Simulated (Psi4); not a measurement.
# AlO (oxoaluminum) at U-wB97X/def2-TZVPPD

Aim: the vertical doublet–quartet gap of AlO (oxoaluminum) at U-wB97X/def2-TZVPPD, from 2 runs. 

The calculation is run with Psi4 1.11.

## Step 1: The system as given

AlO: 2 atoms, total charge 0, spin state doublet. SMILES: `[O]=[Al]`. The coordinates come from a PBE0-D4/def2-TZVP relaxation.

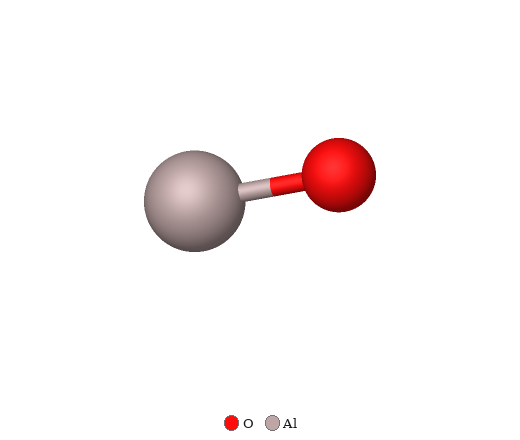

Viewed from a chosen angle; oxygen red, aluminium light grey.

## Step 2: Energy and forces at U-wB97X/def2-TZVPPD

File input.in:

```
memory 2200 MB

molecule system {
  0 2
  O      0.000000     0.000000    -0.024920
  Al     0.000000     0.000000     1.594970
  units angstrom
  symmetry c1
}

set basis def2-TZVPPD
set reference uks
set puream true
set e_convergence 1e-09
set d_convergence 1e-08
set scf_type pk
set dft_radial_points 99
set dft_spherical_points 590
set maxiter 100

result, w = gradient("wb97x", return_wfn=True)
oeprop(w, "MAYER_INDICES", "DIPOLE", "WIBERG_LOWDIN_INDICES", title="WB97X")
```

Started as:

```bash
$ psi4 -n 1 input.in input.out
```

input.out:

```text
[...]
  Running in c1 symmetry.
[...]
  Nuclear repulsion =   33.974177203192809
[...]
  Multiplicity = 2
[...]
  Nalpha       = 11
  Nbeta        = 10
[...]
    Number of basis functions: 88
[...]
   @UKS iter   1:  -317.20522605305666   -4.53327e-01   1.10517e-02 DIIS/ADIIS
[...]
   @UKS iter  16:  -317.61662392395613   -6.19593e-12   3.91529e-09 DIIS
[...]
   @S^2 Observed:                7.635164187E-01
[...]
    Orbital Energies [Eh]
    ---------------------
    Alpha Occupied:
       1A    -56.068278     2A    -19.157293     3A     -4.265929
       4A     -2.815957     5A     -2.815957     6A     -2.813535
       7A     -1.013948     8A     -0.485186     9A     -0.394735
      10A     -0.394735    11A     -0.369718
    Alpha Virtual:
      12A      0.015571    13A      0.015571    14A      0.062986
      15A      0.067699    16A      0.120381    17A      0.120381
      18A      0.131032    19A      0.132038    20A      0.132038
      21A      0.183562    22A      0.183562    23A      0.185145
      24A      0.297430    25A      0.305663    26A      0.305663
[...]
  @UKS Final Energy:  -317.61662392395613
   => Energetics <=
    Nuclear Repulsion Energy =             33.9741772031928093
    One-Electron Energy =                -508.8235593005742885
    Two-Electron Energy =                 177.4378893749655504
    DFT Exchange-Correlation Energy =     -20.2051312015402331
    Empirical Dispersion Energy =           0.0000000000000000
    VV10 Nonlocal Energy =                  0.0000000000000000
    Total Energy =                       -317.6166239239561264
[...]
  -Total Gradient:
     Atom            X                  Y                   Z
    ------   -----------------  -----------------  -----------------
       1       -0.000000000026     0.000000000005    -0.002229400306
       2        0.000000000026    -0.000000000004     0.002057303657
[...]
 Multipole Moments:
 ------------------------------------------------------------------------------------
     Multipole            Electronic (a.u.)      Nuclear  (a.u.)        Total (a.u.)
 ------------------------------------------------------------------------------------
 L = 1.  Multiply by 2.5417464519 to convert [e a0] to [Debye]
 Dipole X            :          0.0000000            0.0000000            0.0000000
 Dipole Y            :         -0.0000000            0.0000000           -0.0000000
 Dipole Z            :          2.3141997           -0.5640171            1.7501826
 Magnitude           :                                                    1.7501826
[...]
```

Wall time 43 s (1 thread of Intel Xeon at 2.50GHz (Skylake/Cascade Lake), shared host); peak memory 0.65 GiB.

## Step 3: The quartet: a single-point energy at U-wB97X/def2-TZVPPD

File alo.xyz:

```xyz
2
AlO
O      0.000000     0.000000    -0.024920
Al     0.000000     0.000000     1.594970
```

File run.py:

```python
import psi4

psi4.set_memory(2200000000)
psi4.set_num_threads(1)
psi4.core.set_output_file('psi4.out', False)

with open('alo.xyz') as f:
    atoms = ''.join(f.readlines()[2:])
m = psi4.geometry('0 4\n' + atoms + 'symmetry c1')

psi4.set_options({
    'reference': 'uks',
    'puream': True,
    'e_convergence': 1e-09,
    'd_convergence': 1e-08,
    'scf_type': 'pk',
    'dft_radial_points': 99,
    'dft_spherical_points': 590,
    'maxiter': 100,
})

e = psi4.energy('wb97x/def2-TZVPPD', molecule=m)
print(f'total energy {e:.8f} hartree = {e * 27.211386:.5f} eV')
for k, v in sorted(psi4.core.scalar_variables().items()):
    print(f'{k:45s} {v:18.10f}')
```

Started as:

```bash
$ python run.py
```

psi4.out:

```text
[...]
  Running in c1 symmetry.
[...]
  Nuclear repulsion =   33.974177203192809
[...]
  Multiplicity = 4
[...]
  Nalpha       = 12
  Nbeta        = 9
[...]
    Number of basis functions: 88
[...]
   @UKS iter   1:  -317.39138760647103   -6.39489e-01   5.15760e-03 DIIS/ADIIS
[...]
   @UKS iter  16:  -317.46710111662111    1.57172e-10   7.70635e-09 DIIS
[...]
   @S^2 Observed:                3.755445573E+00
[...]
    Orbital Energies [Eh]
    ---------------------
    Alpha Occupied:
       1A    -56.083812     2A    -19.261257     3A     -4.283288
       4A     -2.836458     5A     -2.832106     6A     -2.829703
       7A     -1.134885     8A     -0.558185     9A     -0.556503
      10A     -0.498455    11A     -0.394276    12A     -0.211345
    Alpha Virtual:
      13A      0.001168    14A      0.054143    15A      0.067944
      16A      0.108707    17A      0.109633    18A      0.116032
      19A      0.124907    20A      0.128162    21A      0.157648
      22A      0.162667    23A      0.175959    24A      0.290254
      25A      0.290701    26A      0.296575    27A      0.299414
[...]
  @UKS Final Energy:  -317.46710111662111
   => Energetics <=
    Nuclear Repulsion Energy =             33.9741772031928093
    One-Electron Energy =                -507.6272666311840567
    Two-Electron Energy =                 176.3911577024437634
    DFT Exchange-Correlation Energy =     -20.2051693910735857
    Empirical Dispersion Energy =           0.0000000000000000
    VV10 Nonlocal Energy =                  0.0000000000000000
    Total Energy =                       -317.4671011166210519
[...]
 Multipole Moments:
 ------------------------------------------------------------------------------------
     Multipole            Electronic (a.u.)      Nuclear  (a.u.)        Total (a.u.)
 ------------------------------------------------------------------------------------
 L = 1.  Multiply by 2.5417464519 to convert [e a0] to [Debye]
 Dipole X            :         -0.0000000            0.0000000           -0.0000000
 Dipole Y            :          0.0000000            0.0000000            0.0000000
 Dipole Z            :          0.9346197           -0.5640171            0.3706027
 Magnitude           :                                                    0.3706027
[...]
```

On the terminal:

```text
total energy -317.46710112 hartree = -8638.71983 eV
CURRENT ENERGY                                   -317.4671011166
CURRENT REFERENCE ENERGY                         -317.4671011166
DD SOLVATION ENERGY                                 0.0000000000
DFT FUNCTIONAL TOTAL ENERGY                      -317.4671011166
DFT TOTAL ENERGY                                 -317.4671011166
DFT VV10 ENERGY                                     0.0000000000
DFT XC ENERGY                                     -20.2051693911
GRID ELECTRONS ALPHA                               11.9999999531
GRID ELECTRONS BETA                                 8.9999999924
GRID ELECTRONS TOTAL                               20.9999999455
NUCLEAR REPULSION ENERGY                           33.9741772032
ONE-ELECTRON ENERGY                              -507.6272666312
PCM POLARIZATION ENERGY                             0.0000000000
PE ENERGY                                           0.0000000000
SCF ITERATION ENERGY                             -317.4671011166
SCF ITERATIONS                                     16.0000000000
SCF TOTAL ENERGY                                 -317.4671011166
TWO-ELECTRON ENERGY                               176.3911577024
XC GRID RADIAL POINTS                              99.0000000000
XC GRID SPHERICAL POINTS                          590.0000000000
XC GRID TOTAL POINTS                           113618.0000000000
```

Wall time 28 s (1 thread of Intel Xeon at 2.50GHz (Skylake/Cascade Lake), shared host); peak memory 0.64 GiB.

## Step 4: Results

At U-wB97X/def2-TZVPPD:

```
                                        quantity          value
                           doublet: total energy  -317.61662 Eh
                          doublet: dipole moment         4.45 D
     doublet: HOMO energy (highest over α and β)      -10.06 eV
      doublet: LUMO energy (lowest over α and β)       -2.71 eV
                                   doublet: ⟨S²⟩          0.764
               doublet: largest force on an atom     0.115 eV/Å
                           quartet: total energy  -317.46710 Eh
                          quartet: dipole moment         0.94 D
     quartet: HOMO energy (highest over α and β)       -5.75 eV
      quartet: LUMO energy (lowest over α and β)       -3.30 eV
                                   quartet: ⟨S²⟩          3.755
vertical energy of the quartet above the doublet       4.069 eV
```

**Reading.** At this shape the quartet lies 4.07 eV (393 kJ/mol) above the doublet.
